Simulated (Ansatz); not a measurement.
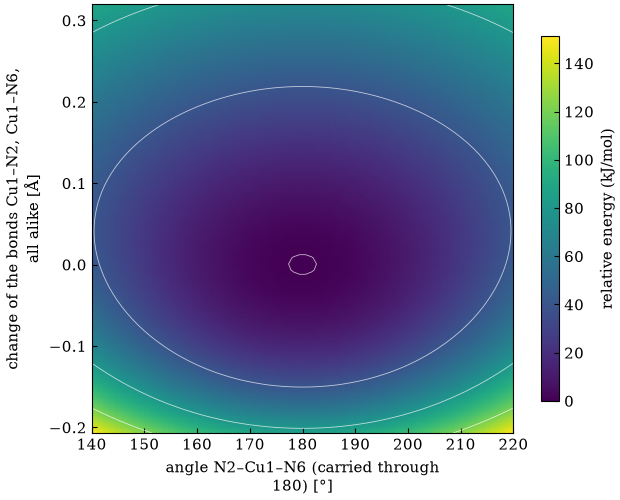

[Cu(NH3)2]+, charge +1. Coordinates scanned: (1) angle N2–Cu1–N6 (carried through 180); (2) change of the bonds Cu1–N2, Cu1–N6, all alike. Nothing is relaxed (all other coordinates rigid). Grid: 13 × 13 points. Points are written as (first, second). All energies are given in kJ/mol relative to the lowest grid point. These are results of RHF-MP2, frozen core/def2-TZVP in Ansatz 0.2.0, not measurements.

In the figure: a smooth colour map with a few white contour lines. Between grid points the surface is interpolated.

The lowest grid point is at (180.0°, 0.013 Å). No other kind of well shows on this grid. The highest grid point, (220.0°, −0.207 Å), lies 151 kJ/mol above the lowest. Round the minimum the two coordinates are nearly uncoupled.

The level of theory is changed to RKS PBE0-D4/def2-TZVP in Ansatz; with it change the reference geometry, relaxed at the new level; the new grid has 11 × 11 points, laid about the new relaxed structure.

How does the landscape change?

The lowest place stays at about (180°, 0.000 Å). The curvature at the minimum changes from about 2 to 1.8 eV/rad² along the first coordinate and from about 27 to 22 eV/Å² along the second coordinate.

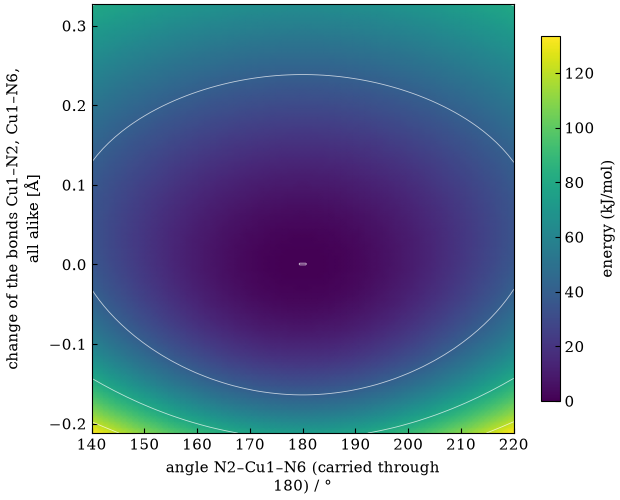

The map after the change, on a colour scale of its own. Drawn: a smooth colour map with a few white contour lines. Between grid points the surface is interpolated.
